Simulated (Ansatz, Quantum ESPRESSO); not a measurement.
# Work function of Nb(100), 5 layers, one monolayer of Au on bridge sites, part 4 of 6

How much energy does it take to lift an electron out of Nb(100), 5 layers, one monolayer of Au on bridge sites, and how far do the settings matter?

Quantum ESPRESSO 7.5; plane-wave DFT, PBE, GBRV ultrasoft pseudopotentials; geometry and cross-check by Ansatz 0.2.0 with PAW datasets.

So far. Step 8 (Self-consistent run: open boundaries by the effective …): The upper level is 4.399 eV against 4.400 eV from the periodic run.

## Step 9: SCF with pw.x: PBEsol, GBRV ultrasoft

Next, another level on the same atoms.

Level of this step: plane-wave DFT, PBEsol, GBRV ultrasoft pseudopotentials (Quantum ESPRESSO 7.5).

Contents of gbrv-pbesol.in:

```
&control
  prefix = 'gbrv-pbesol'
  outdir = './out'
  pseudo_dir = './pseudo'
  calculation = 'scf'
  tprnfor = .true.
/
&system
  ibrav = 0
  nat = 6
  ntyp = 2
  ecutwfc = 40
  ecutrho = 200
  occupations = 'smearing'
  smearing = 'mv'
  degauss = 0.02
  assume_isolated = 'esm'
  esm_bc = 'bc1'
/
&electrons
  conv_thr = 1e-07
  mixing_beta = 0.4
  electron_maxstep = 120
  mixing_mode = 'local-TF'
/
ATOMIC_SPECIES
  Nb  92.9064  nb_pbesol_v1.uspp.F.UPF
  Au  196.9666  au_pbesol_v1.uspp.F.UPF
CELL_PARAMETERS angstrom
  3.30000000000000 0.00000000000000 0.00000000000000
  0.00000000000000 3.30000000000000 0.00000000000000
  0.00000000000000 0.00000000000000 25.60000000000000
ATOMIC_POSITIONS crystal
  Nb  0.000000000000 0.000000000000 -0.170520529569
  Nb  0.500000000000 0.500000000000 -0.106067404569
  Nb  0.000000000000 0.000000000000 -0.041614279569
  Nb  0.500000000000 0.500000000000 0.023756150092
  Nb  0.000000000000 0.000000000000 0.084982298493
  Au  0.500000000000 0.000000000000 0.170520529569
K_POINTS automatic
  8 8 1 0 0 0
```

On the command line:

```sh
$ OMP_NUM_THREADS=1 mpirun -n 4 pw.x -nk 4 -in gbrv-pbesol.in > gbrv-pbesol.out
```

Log:

```text
[banner, memory and clock lines left out]
Program PWSCF v.7.5 starts
[citation notice left out]

[...]
Message from routine setup:
[...]
bravais-lattice index     =            0
     lattice parameter (alat)  =       6.2361  a.u.
     unit-cell volume          =    1881.3277 (a.u.)^3
     number of atoms/cell      =            6
     number of atomic types    =            2
     number of electrons       =        76.00
     number of Kohn-Sham states=           46
     kinetic-energy cutoff     =      40.0000  Ry
     charge density cutoff     =     200.0000  Ry
     scf convergence threshold =      1.0E-07
     mixing beta               =       0.4000
     number of iterations used =            8  local-TF  mixing
     Exchange-correlation= SLA  PW   PSX  PSC
                           (   1   4  10   8   0   0   0)

     Effective Screening Medium Method
     Boundary Conditions: Vacuum-Slab-Vacuum
     total charge in unit cell        =   0.0000
     grid points for fit at edges     =        4

[...]
PseudoPot. # 1 for Nb read from file:
     ./pseudo/nb_pbesol_v1.uspp.F.UPF
     Pseudo is Ultrasoft + core correction, Zval = 13.0
     Generated by new atomic code, or converted to UPF format
     Using radial grid of  887 points,  6 beta functions with:
                l(1) =   0
                l(2) =   0
                l(3) =   1
                l(4) =   1
                l(5) =   2
                l(6) =   2
     Q(r) pseudized with  6 coefficients,  rinner =    1.000   1.000   1.000
                                                       1.000   1.000

     PseudoPot. # 2 for Au read from file:
     ./pseudo/au_pbesol_v1.uspp.F.UPF
     Pseudo is Ultrasoft + core correction, Zval = 11.0
     Generated by new atomic code, or converted to UPF format
     Using radial grid of  985 points,  7 beta functions with:
                l(1) =   0
                l(2) =   0
                l(3) =   1
                l(4) =   1
                l(5) =   2
                l(6) =   2
                l(7) =   3
     Q(r) pseudized with  6 coefficients,  rinner =    1.900   1.900   1.900
                                                       1.900   1.900   1.900
                                                       1.900

     atomic species   valence    mass     pseudopotential
     Nb               13.00    92.90640     Nb( 1.00)
     Au               11.00   196.96660     Au( 1.00)

      4 Sym. Ops. (no inversion) found

[...]
number of k points=    25  Marzari-Vanderbilt smearing, width (Ry)=  0.0200
[...]
Dense  grid:    89773 G-vectors     FFT dimensions: (  30,  30, 225)

     Smooth grid:    64403 G-vectors     FFT dimensions: (  25,  25, 200)

     Check: negative core charge=   -0.000004

     Initial potential from superposition of free atoms

     starting charge      75.9875, renormalised to      76.0000

     negative rho (up, down):  4.635E-03 0.000E+00
     Starting wfcs are   74 randomized atomic wfcs

     per-process dynamical memory:   106.2 Mb

     Self-consistent Calculation

     iteration #  1     ecut=    40.00 Ry     beta= 0.40
     Davidson diagonalization with overlap
     ethr =  1.00E-02,  avg # of iterations =  1.4

     negative rho (up, down):  2.340E-03 0.000E+00

     total energy              =    -704.08129416 Ry
     estimated scf accuracy    <       6.04448712 Ry

     iteration #  2     ecut=    40.00 Ry     beta= 0.40
[...]
negative rho (up, down):  6.196E-04 0.000E+00

[...]
total energy              =    -703.83356122 Ry
     estimated scf accuracy    <       2.50955034 Ry

     iteration #  3     ecut=    40.00 Ry     beta= 0.40
[...]
negative rho (up, down):  6.027E-04 0.000E+00

[...]
total energy              =    -704.04173624 Ry
     estimated scf accuracy    <       1.29066242 Ry

     iteration #  4     ecut=    40.00 Ry     beta= 0.40
[...]
negative rho (up, down):  2.923E-04 0.000E+00

[...]
total energy              =    -703.99184838 Ry
     estimated scf accuracy    <       0.99641955 Ry

     iteration #  5     ecut=    40.00 Ry     beta= 0.40
[...]
negative rho (up, down):  2.001E-04 0.000E+00

[...]
total energy              =    -704.03148594 Ry
     estimated scf accuracy    <       0.19982317 Ry

     iteration #  6     ecut=    40.00 Ry     beta= 0.40
[...]
negative rho (up, down):  1.885E-04 0.000E+00

[...]
total energy              =    -704.12352619 Ry
     estimated scf accuracy    <       0.62975492 Ry

[...]
iteration # 42     ecut=    40.00 Ry     beta= 0.40
[...]
negative rho (up, down):  4.692E-03 0.000E+00

[...]
total energy              =    -704.11284746 Ry
     estimated scf accuracy    <       0.00000312 Ry

     iteration # 43     ecut=    40.00 Ry     beta= 0.40
[...]
negative rho (up, down):  4.690E-03 0.000E+00

[...]
total energy              =    -704.11284683 Ry
     estimated scf accuracy    <       0.00000290 Ry

     iteration # 44     ecut=    40.00 Ry     beta= 0.40
[...]
negative rho (up, down):  4.684E-03 0.000E+00

[...]
total energy              =    -704.11284256 Ry
     estimated scf accuracy    <       0.00000213 Ry

     iteration # 45     ecut=    40.00 Ry     beta= 0.40
[...]
negative rho (up, down):  4.695E-03 0.000E+00

[...]
End of self-consistent calculation

          k = 0.0000 0.0000 0.0000 (  8041 PWs)   bands (ev):

   -59.1302 -59.0216 -58.4839 -58.2954 -58.1295 -35.3090 -35.2030 -35.1343
   -35.1306 -35.0648 -35.0496 -34.7787 -34.5962 -34.5949 -34.4683 -34.2235
   -34.2178 -34.0623 -33.9468 -33.9382 -10.0586  -9.3309  -8.7987  -8.3433
    -7.9242  -7.8190  -7.6581  -7.5139  -7.2450  -6.9431  -6.8317  -6.7778
    -6.1371  -5.3716  -4.0938  -3.9596  -3.9589  -3.8077  -3.7448  -3.7192
    -3.4798  -3.2183  -3.1174  -3.1130  -2.5458  -1.8933

          k = 0.0000 0.1250 0.0000 (  8031 PWs)   bands (ev):

   -59.1254 -59.0160 -58.4728 -58.2963 -58.1365 -35.3193 -35.2186 -35.1828
   -35.1200 -35.1198 -35.0329 -34.7509 -34.6925 -34.5799 -34.3882 -34.2730
   -34.2318 -34.0218 -33.9724 -33.9645  -9.8046  -9.1138  -8.7294  -8.1703
    -7.8108  -7.8033  -7.4710  -7.4132  -7.2925  -6.9493  -6.8566  -6.5074
    -5.9521  -5.3839  -4.3490  -4.3162  -4.2841  -4.1049  -3.6620  -3.6478
    -3.5949  -3.4811  -2.7026  -2.5299  -2.4496  -2.2455

[...]
the Fermi energy is    -4.1626 ev

!    total energy              =    -704.11283830 Ry
     estimated scf accuracy    <       0.00000002 Ry
     smearing contrib. (-TS)   =      -0.00021465 Ry
     internal energy E=F+TS    =    -704.11262365 Ry

     The total energy is F=E-TS. E is the sum of the following terms:
     one-electron contribution =   11712.00988542 Ry
     hartree contribution      =   -5868.84440915 Ry
     xc contribution           =    -152.97613061 Ry
     ewald contribution        =   -6394.30196931 Ry

     convergence has been achieved in  45 iterations

     negative rho (up, down):  4.695E-03 0.000E+00

     Forces acting on atoms (cartesian axes, Ry/au):

     atom    1 type  1   force =     0.00000000    0.00000000    0.06162900
     atom    2 type  1   force =     0.00000000    0.00000000   -0.04599792
     atom    3 type  1   force =     0.00000000    0.00000000    0.00129300
     atom    4 type  1   force =     0.00000000    0.00000000    0.00022894
     atom    5 type  1   force =     0.00000000    0.00000000   -0.00107395
     atom    6 type  2   force =     0.00000000    0.00000000   -0.01598101

     Total force =     0.078563     Total SCF correction =     0.000487

[...]
```

The job ended after 4.4 min (4 MPI ranks of Arm Neoverse V1, shared host; peak memory 1 GiB; 18 min of CPU time).

This step gave:

```
free energy                                                    : -9579.9432 eV
Fermi energy                                                   : -4.163 eV
vacuum line at the lower end of the cell, over the Fermi level : 3.820 eV
vacuum line at the upper end of the cell, over the Fermi level : 4.506 eV
```

The potential energy, planar mean oscillates, so the rows of the table below give means over windows of 1.6 Å about each position, cut where the curve ends. Its maxima inside the range that stand out by 2 % of the span (Å: eV): -3.5: -6.39, -1.9: -6.59, -0.2: -6.07, 1.4: -7.87, 4.3: 0.701. Its minima: -4.3: -21.5, -2.7: -21.1, -1.0: -21.2, 0.6: -21.1, 2.2: -21.6, 4.8: 0.0148.

Electrostatic potential energy of an electron; zero at the Fermi level. The potential energy, planar mean by z; means over each step:

```
 z (Å)  potential energy, planar mean (eV)
-11.94                                3.82
-10.34                                3.82
 -8.74                                3.81
 -7.14                                3.64
 -5.54                               -1.24
 -3.94                               -13.9
 -2.34                               -13.8
 -0.74                               -13.7
  0.86                               -14.4
  2.46                               -12.4
  4.06                               0.211
  5.66                                2.82
  7.26                                4.48
  8.86                                4.51
 10.46                                4.51
 12.06                                4.51
```

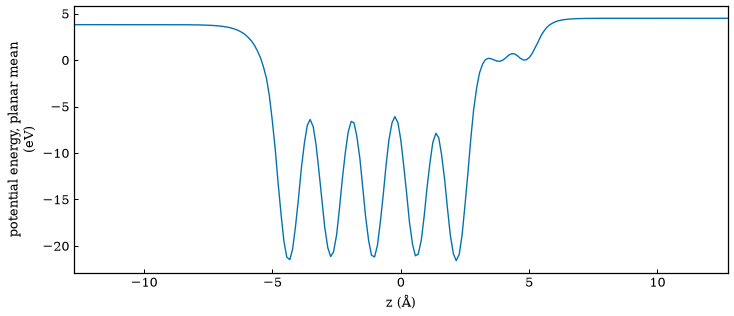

Potential energy, planar mean against z.

The upper face goes from 4.399 eV (PBE, GBRV) to 4.506 eV, a change of +0.107 eV.

## Step 10: Ground state: LDA, PseudoDojo norm-conserving

Level of this step: plane-wave DFT, LDA, PseudoDojo norm-conserving pseudopotentials (Quantum ESPRESSO 7.5).

dojo-lda.in, as its differences from the input of step 9:

```diff
@@ -1,3 +1,3 @@
 &control
-  prefix = 'gbrv-pbesol'
+  prefix = 'dojo-lda'
   outdir = './out'
@@ -11,4 +11,4 @@
   ntyp = 2
-  ecutwfc = 40
-  ecutrho = 200
+  ecutwfc = 74
+  ecutrho = 296
   occupations = 'smearing'
@@ -26,4 +26,4 @@
 ATOMIC_SPECIES
-  Nb  92.9064  nb_pbesol_v1.uspp.F.UPF
-  Au  196.9666  au_pbesol_v1.uspp.F.UPF
+  Nb  92.9064  Nb.dojo-sr-lda-0.4.1-standard.upf
+  Au  196.9666  Au.dojo-sr-lda-0.4.1-standard.upf
 CELL_PARAMETERS angstrom
```

On the command line:

```sh
$ OMP_NUM_THREADS=1 mpirun -n 4 pw.x -nk 4 -in dojo-lda.in > dojo-lda.out
```

Log:

```text
[banner, memory and clock lines left out]
Program PWSCF v.7.5 starts
[citation notice left out]

[...]
Message from routine setup:
[...]
bravais-lattice index     =            0
     lattice parameter (alat)  =       6.2361  a.u.
     unit-cell volume          =    1881.3277 (a.u.)^3
     number of atoms/cell      =            6
     number of atomic types    =            2
     number of electrons       =        84.00
     number of Kohn-Sham states=           50
     kinetic-energy cutoff     =      74.0000  Ry
     charge density cutoff     =     296.0000  Ry
     scf convergence threshold =      1.0E-07
     mixing beta               =       0.4000
     number of iterations used =            8  local-TF  mixing
     Exchange-correlation= SLA  PW   NOGX NOGC
                           (   1   4   0   0   0   0   0)

     Effective Screening Medium Method
     Boundary Conditions: Vacuum-Slab-Vacuum
     total charge in unit cell        =   0.0000
     grid points for fit at edges     =        4

[...]
PseudoPot. # 1 for Nb read from file:
     ./pseudo/Nb.dojo-sr-lda-0.4.1-standard.upf
     Pseudo is Norm-conserving + core correction, Zval = 13.0
     Generated using ONCVPSP code by D. R. Hamann
     Using radial grid of 1640 points,  6 beta functions with:
                l(1) =   0
                l(2) =   0
                l(3) =   1
                l(4) =   1
                l(5) =   2
                l(6) =   2

     PseudoPot. # 2 for Au read from file:
     ./pseudo/Au.dojo-sr-lda-0.4.1-standard.upf
     Pseudo is Norm-conserving + core correction, Zval = 19.0
     Generated using ONCVPSP code by D. R. Hamann
     Using radial grid of 1324 points,  7 beta functions with:
                l(1) =   0
                l(2) =   0
                l(3) =   1
                l(4) =   1
                l(5) =   2
                l(6) =   2
                l(7) =   3

     atomic species   valence    mass     pseudopotential
     Nb               13.00    92.90640     Nb( 1.00)
     Au               19.00   196.96660     Au( 1.00)

      4 Sym. Ops. (no inversion) found

[...]
number of k points=    25  Marzari-Vanderbilt smearing, width (Ry)=  0.0200
[...]
Dense  grid:   161509 G-vectors     FFT dimensions: (  36,  36, 270)

     Initial potential from superposition of free atoms

     starting charge      83.9907, renormalised to      84.0000

     negative rho (up, down):  2.364E-05 0.000E+00
     Starting wfcs are   60 randomized atomic wfcs

     per-process dynamical memory:   228.5 Mb

     Self-consistent Calculation

     iteration #  1     ecut=    74.00 Ry     beta= 0.40
     Davidson diagonalization with overlap
     ethr =  1.00E-02,  avg # of iterations =  1.4

     total energy              =    -917.95974755 Ry
     estimated scf accuracy    <       4.38137489 Ry

     iteration #  2     ecut=    74.00 Ry     beta= 0.40
[...]
total energy              =    -917.94731069 Ry
     estimated scf accuracy    <       1.70988535 Ry

     iteration #  3     ecut=    74.00 Ry     beta= 0.40
[...]
total energy              =    -918.00888863 Ry
     estimated scf accuracy    <       0.53380493 Ry

     iteration #  4     ecut=    74.00 Ry     beta= 0.40
[...]
total energy              =    -918.16625987 Ry
     estimated scf accuracy    <       0.99149561 Ry

     iteration #  5     ecut=    74.00 Ry     beta= 0.40
[...]
total energy              =    -918.18488575 Ry
     estimated scf accuracy    <       0.14483140 Ry

     iteration #  6     ecut=    74.00 Ry     beta= 0.40
[...]
c_bands:  2 eigenvalues not converged
[...]
total energy              =    -918.30071174 Ry
     estimated scf accuracy    <       0.31584883 Ry

[...]
iteration # 52     ecut=    74.00 Ry     beta= 0.40
[...]
c_bands:  1 eigenvalues not converged
     c_bands:  1 eigenvalues not converged
     c_bands:  1 eigenvalues not converged
[...]
total energy              =    -918.26910149 Ry
     estimated scf accuracy    <       0.00000069 Ry

     iteration # 53     ecut=    74.00 Ry     beta= 0.40
[...]
negative rho (up, down):  8.396E-06 0.000E+00

[...]
total energy              =    -918.26909538 Ry
     estimated scf accuracy    <       0.00000357 Ry

     iteration # 54     ecut=    74.00 Ry     beta= 0.40
[...]
negative rho (up, down):  8.452E-06 0.000E+00

[...]
total energy              =    -918.26909552 Ry
     estimated scf accuracy    <       0.00000151 Ry

     iteration # 55     ecut=    74.00 Ry     beta= 0.40
[...]
End of self-consistent calculation

          k = 0.0000 0.0000 0.0000 ( 20165 PWs)   bands (ev):

  -109.5670 -60.8995 -60.7923 -60.6516 -59.2737 -59.1729 -58.6466 -58.4575
   -58.2926 -35.4735 -35.3832 -35.3059 -35.3020 -35.2449 -35.2332 -34.9708
   -34.7861 -34.7846 -34.6562 -34.4129 -34.4067 -34.2518 -34.1368 -34.1277
   -10.2645  -9.5365  -8.9732  -8.5343  -8.1242  -7.9838  -7.8619  -7.7205
    -7.4087  -7.1464  -7.0270  -6.9425  -6.3382  -5.5798  -4.3045  -4.1838
    -4.1833  -4.0270  -3.9620  -3.9473  -3.7000  -3.4338  -3.3346  -3.3281
    -2.7481  -2.1138

          k = 0.0000 0.1250 0.0000 ( 20281 PWs)   bands (ev):

  -109.5670 -60.8992 -60.7920 -60.6545 -59.2688 -59.1672 -58.6356 -58.4585
   -58.2996 -35.4846 -35.3991 -35.3551 -35.3008 -35.2911 -35.2164 -34.9410
   -34.8821 -34.7702 -34.5760 -34.4618 -34.4215 -34.2113 -34.1628 -34.1542
   -10.0116  -9.3150  -8.9042  -8.3600  -8.0019  -7.9757  -7.6773  -7.5925
    -7.4882  -7.1496  -7.0222  -6.7052  -6.1514  -5.5914  -4.5648  -4.5369
    -4.5079  -4.3228  -3.8816  -3.8659  -3.8093  -3.6973  -2.9182  -2.7484
    -2.6647  -2.4499

[...]
the Fermi energy is    -4.3722 ev

!    total energy              =    -918.26910123 Ry
     estimated scf accuracy    <       0.00000004 Ry
     smearing contrib. (-TS)   =      -0.00023806 Ry
     internal energy E=F+TS    =    -918.26886317 Ry

     The total energy is F=E-TS. E is the sum of the following terms:
     one-electron contribution =   15111.27680367 Ry
     hartree contribution      =   -7578.28683156 Ry
     xc contribution           =    -179.94067257 Ry
     ewald contribution        =   -8271.31816271 Ry

     convergence has been achieved in  55 iterations

     Forces acting on atoms (cartesian axes, Ry/au):

     atom    1 type  1   force =     0.00000000    0.00000000    0.07070100
     atom    2 type  1   force =     0.00000000    0.00000000   -0.04602594
     atom    3 type  1   force =     0.00000000    0.00000000    0.00089197
     atom    4 type  1   force =     0.00000000    0.00000000    0.00092738
     atom    5 type  1   force =     0.00000000    0.00000000    0.00031594
     atom    6 type  2   force =     0.00000000    0.00000000   -0.02741553

     Total force =     0.088715     Total SCF correction =     0.001139

[...]
```

It took 14 min on 4 MPI ranks; peak memory 1.3 GiB; 56 min of CPU time.

Numbers from this step:

```
free energy                                                    : -12493.6876 eV
Fermi energy                                                   : -4.372 eV
vacuum line at the lower end of the cell, over the Fermi level : 3.965 eV
vacuum line at the upper end of the cell, over the Fermi level : 4.779 eV
```

The potential energy, planar mean oscillates, so the rows of the table below give means over windows of 1.66 Å about each position, cut where the curve ends. Its maxima inside the range that stand out by 2 % of the span (Å: eV): -3.5: -6.14, -1.9: -6.23, -0.2: -5.90, 1.4: -7.51, 3.3: 0.244. Its minima: -4.4: -24.6, -2.8: -24.2, -1.0: -24.4, 0.6: -24.1, 2.2: -24.7, 4.4: -18.7.

Electrostatic potential energy of an electron; zero at the Fermi level. The potential energy, planar mean by z; means over each step:

```
 z (Å)  potential energy, planar mean (eV)
-11.97                                3.97
-10.31                                3.96
 -8.65                                3.96
 -6.99                                3.73
 -5.33                               -4.02
 -3.67                               -14.4
 -2.01                               -14.4
 -0.35                               -14.1
  1.31                               -15.7
  2.97                               -7.63
  4.63                               -9.28
  6.29                                4.38
  7.95                                4.78
  9.61                                4.78
 11.27                                4.78
```

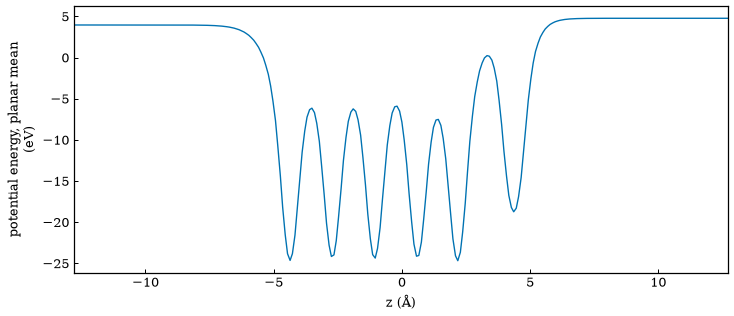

Potential energy, planar mean, plotted against z.

The upper face goes from 4.399 eV (PBE, GBRV) to 4.779 eV, a change of +0.380 eV.

[end of part 4 of 6]

[Logs are printed without paths, hosts, clocks, repeated set-up lines and the standing remarks that a program may print on its own settings, such as how far it seeks lower states.]

[Hosts, paths, dates, database ids (printed as entryN), source tags and the programs' standing remarks are cut or masked in the printed files.]

[Maps of the electrostatic potential energy from Ansatz leave out the sawtooth potential of an applied field or a dipole correction, so their vacuum need not be flat; planar profiles and work functions include it.]
